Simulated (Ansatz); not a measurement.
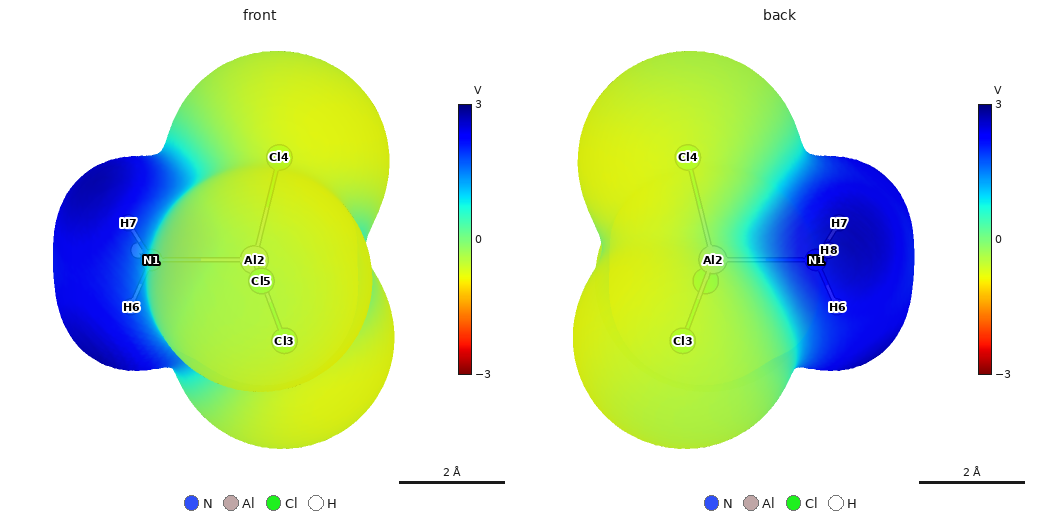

The picture shows: AlCl3H3N (SMILES [NH3+][Al-]([Cl])([Cl])[Cl]). The molecular electrostatic potential painted on the density surface at 0.001 e/bohr³, seen from the front and from behind; red is negative and blue positive.

Geometry: PBE0-D4/def2-TZVP.

The calculation used RKS PBE0-D4/def2-TZVPP in Ansatz.

```
atom    x (Å)    y (Å)    z (Å)
   N  -0.6887  -0.2437   0.6869
  Al   0.6902   0.2220  -0.6798
  Cl   2.1324  -1.2783  -0.3243
  Cl  -0.4316   0.0465  -2.4596
  Cl   1.2045   2.1803  -0.0817
   H  -0.2968  -0.2034   1.6238
   H  -1.4721   0.4024   0.6445
   H  -1.0457  -1.1830   0.5344
```

**Which sites attract a positive test charge, and which a negative one?**

A positive charge is drawn to the negative regions and a negative charge to the positive ones. The most negative region (about −0.8 V) lies over Cl3, Cl4 and Cl5, the most positive (about +2.7 V) over H6, H7 and H8.
